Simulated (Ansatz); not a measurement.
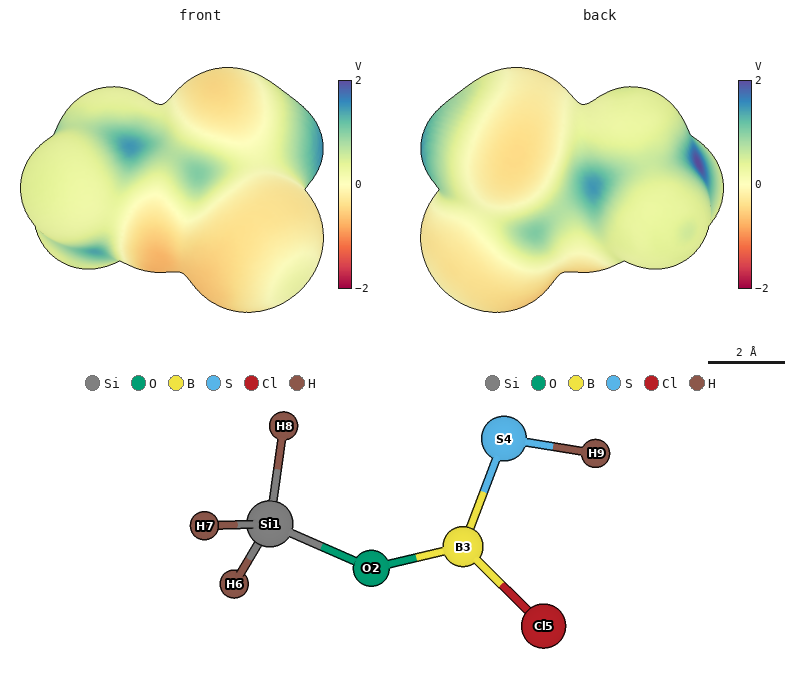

Figure. BClH₄OSSi (SMILES [SiH3]OB(S)Cl). The electrostatic potential painted on the density surface at 0.002 e/bohr³, seen from the front and from behind; red is negative and blue positive. The bare structure is drawn below in the same view.

Geometry: PBE0-D4/def2-TZVP.

Computed with RKS PBE0-D4/def2-TZVPP (Ansatz 0.2.0).

The calculation's input:

```
crystal:
  periodic: [false, false, false]
  atoms:
    - {symbol: Si, position_ang: [1.119487, 0.250952, 1.194083]}
    - {symbol: O, position_ang: [-0.026256, 0.766130, 0.116188]}
    - {symbol: B, position_ang: [-0.831947, 0.249237, -0.821642]}
    - {symbol: S, position_ang: [-0.852833, -1.531836, -1.161627]}
    - {symbol: Cl, position_ang: [-1.879282, 1.348088, -1.723686]}
    - {symbol: H, position_ang: [2.435889, 0.750157, 0.734990]}
    - {symbol: H, position_ang: [0.775994, 0.827678, 2.513074]}
    - {symbol: H, position_ang: [1.125366, -1.231598, 1.261800]}
    - {symbol: H, position_ang: [-1.777820, -1.475208, -2.130181]}
basis:
  gaussian: {orbitals: def2-TZVPP}
hamiltonian: {xc: pbe0, dispersion: d4}
output: {orbitals: {seedname: orbitals}}
```

Command:

```sh
ansatz run in.yaml --threads 4 --pin off --events-out ev --progress --plain --max-ram 10444MiB
```

Describe the electrostatic potential map.

Answer. The most negative region (about −0.7 V) lies over O2, the most positive (about +1.8 V) over Si1. Cl5 shows a σ-hole: about +0.2 V at the tip opposite its bond, against about −0.3 V on its flanks.
